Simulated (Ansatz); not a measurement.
Al2Cu: response to strain

Take Al2Cu (space group I4/mcm, No. 140; a = 6.0058 Å, c = 4.7897 Å) as the base. Axes: x, y, z lie along a, b, c of the conventional cell.

Strains are applied to the cell and any free atomic positions relax; under biaxial strain the out-of-plane vector relaxes too.

Level of theory: r2SCAN (Ansatz, a first-principles code), no spin-orbit coupling.

Notes on the quantities. energy relative to the base: free energy F.

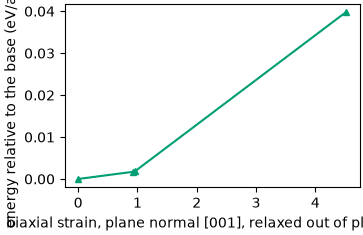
Energy relative to the base against biaxial strain, plane normal [001], relaxed out of plane

Question: From the plot, what is the energy relative to the base for biaxial strain +4.52 %, plane normal [001], relaxed out of plane?

Answer: About 0.040 eV/atom.

Question: Is the trend monotonic over the range shown?

Answer: Yes, it rises throughout, spanning 0 meV/atom to +40 meV/atom.

A biaxial case was relaxed in a doubled cell and then solved in the primitive one. Without a gap, meshes like the base's 12×12×12 leave anisotropic stresses uncertain by several tenths of a GPa, and small strain energies with them. Stability against distortions was not tested. The final runs are not spin-polarised.
